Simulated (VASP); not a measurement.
Band structure of Ca (fcc). Computed with SCAN meta-GGA, VASP's PBE PAW potentials (set 64) (plane waves; VASP).

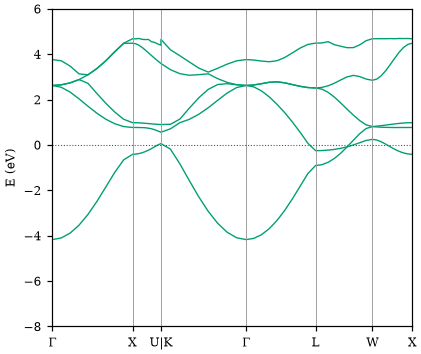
*Bands along high-symmetry lines, zero at the valence-band maximum or, without a gap, the Fermi level*

Problem. Read the plot: is there a gap, and where are the band edges?

Solution. It has no gap at this level: it comes out as a metal or semimetal.

The compound is Ca in the fcc structure. It was relaxed first.
